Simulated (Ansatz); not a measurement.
**HF/STO-3G run of CH4Si (SMILES C=[SiH2])**

What is the energy change on altering one bond length of CH4Si at HF/STO-3G? 

The results are computed with Ansatz 0.2.0.

43 further runs of the same task are left out: 43 set aside as unsound or not needed.

## (1) The molecule

CH4Si has 6 atoms, charge 0, and is taken as a singlet. SMILES: `C=[SiH2]`. The coordinates come from a GFN2-xTB relaxation.

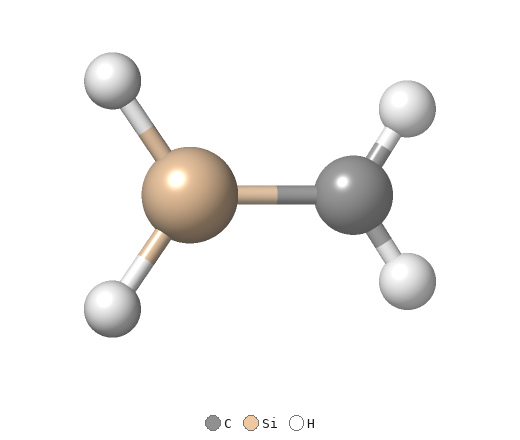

Viewed from a chosen angle; carbon grey, silicon light orange, hydrogen white.

## (2) The energy at HF/STO-3G

input.yaml

```yaml
crystal:
  periodic: [false, false, false]
  atoms:
    - {symbol: C, position_ang: [-0.738690, -0.547160, -0.265100]}
    - {symbol: Si, position_ang: [0.611270, 0.451760, 0.218260]}
    - {symbol: H, position_ang: [-1.408510, -0.996610, 0.448130]}
    - {symbol: H, position_ang: [-0.962920, -0.758160, -1.296740]}
    - {symbol: H, position_ang: [0.952980, 0.765970, 1.600750]}
    - {symbol: H, position_ang: [1.545870, 1.084200, -0.705300]}
basis:
  gaussian: {orbitals: STO-3G}
hamiltonian: {xc: hf}
accuracy: high
```

The run is started by

```
$ ansatz run input.yaml --threads 1 --pin off --max-ram 2610MiB --events-out events.jsonl --progress --plain --runs-dir runs
```

Log:

```text
Warning: RAYON_NUM_THREADS=1 ignored (pool sized by the plan → 1); use --threads N
Functional definition: HF
  name "HF"
  exchange = exact_x
  correlation = 0
310 factors; integrals over basis functions are off by at most 1.1e-8 eV
mean field evaluation 1: about -8848.6178 eV, gradient 1.5e1 eV
mean field evaluation 2: about -8848.6331 eV, gradient 1.5e1 eV
mean field evaluation 4: about -8849.5159 eV, gradient 1.2e0 eV
mean field evaluation 8: about -8849.5255 eV, gradient 1.7e-2 eV
mean field -8849.52545805 eV, -325.2140621594 hartree, gradient 2.9e-8 eV, S^2 0.000000; 0 other end points of the search recorded, 0 dependent functions left out
reference -8849.52545805 eV, -325.2140621594 hartree; 12, 12 occupied and 6, 6 virtual orbitals, 310 factors
Total energy: -8849.52545805 eV, -325.2140621594 hartree
```

Run time: 0.1 s. Hardware: 1 thread of Arm Neoverse V1, shared host.

## (3) The distorted shape

run.yaml

```yaml
crystal:
  periodic: [false, false, false]
  atoms:
    - {symbol: C, position_ang: [-0.972352, -0.705278, -0.034198]}
    - {symbol: Si, position_ang: [0.377608, 0.293642, 0.449162]}
    - {symbol: H, position_ang: [-1.642172, -1.154728, 0.679032]}
    - {symbol: H, position_ang: [-1.196582, -0.916278, -1.065838]}
    - {symbol: H, position_ang: [0.719318, 0.607852, 1.831652]}
    - {symbol: H, position_ang: [1.545870, 1.084200, -0.705300]}
basis:
  gaussian:
    orbitals: STO-3G
hamiltonian:
  xc: hf
accuracy: high
```

The run is started by

```
$ ansatz run run.yaml --threads 1 --pin off --max-ram 2610MiB --events-out events.jsonl --progress --plain --runs-dir runs
```

Log:

```text
Warning: RAYON_NUM_THREADS=1 ignored (pool sized by the plan → 1); use --threads N
[... 4 set-up lines as earlier in the session ...]
310 factors; integrals over basis functions are off by at most 1.2e-8 eV
mean field evaluation 1: about -8846.9812 eV, gradient 1.6e1 eV
mean field evaluation 2: about -8846.9913 eV, gradient 1.6e1 eV
mean field evaluation 4: about -8847.9800 eV, gradient 1.3e0 eV
mean field evaluation 8: about -8847.9921 eV, gradient 1.9e-2 eV
mean field evaluation 16: about -8835.2031 eV, gradient 1.6e1 eV
mean field -8847.99212439 eV, -325.1577131868 hartree, gradient 4.9e-8 eV, S^2 0.000000; 0 other end points of the search recorded, 0 dependent functions left out
reference -8847.99212439 eV, -325.1577131868 hartree; 12, 12 occupied and 6, 6 virtual orbitals, 310 factors
Total energy: -8847.99212439 eV, -325.1577131868 hartree
```

It took 0.12 s on 1 thread of Arm Neoverse V1, shared host.

## (4) What came out

At HF/STO-3G:

| quantity | value |
| --- | --- |
| first shape: total energy | -325.21406 Eh |
| distorted shape: total energy | -325.15771 Eh |
| energy change with the Si2–H6 bond stretched from 1.458 to 1.823 Å | 1.533 eV |

**Reading.** With the Si2–H6 bond stretched from 1.458 to 1.823 Å the energy rises by 1.53 eV (148 kJ/mol). The first shape isn't relaxed at this level, so the change isn't measured from a minimum. The minimal basis adds a large error of its own.
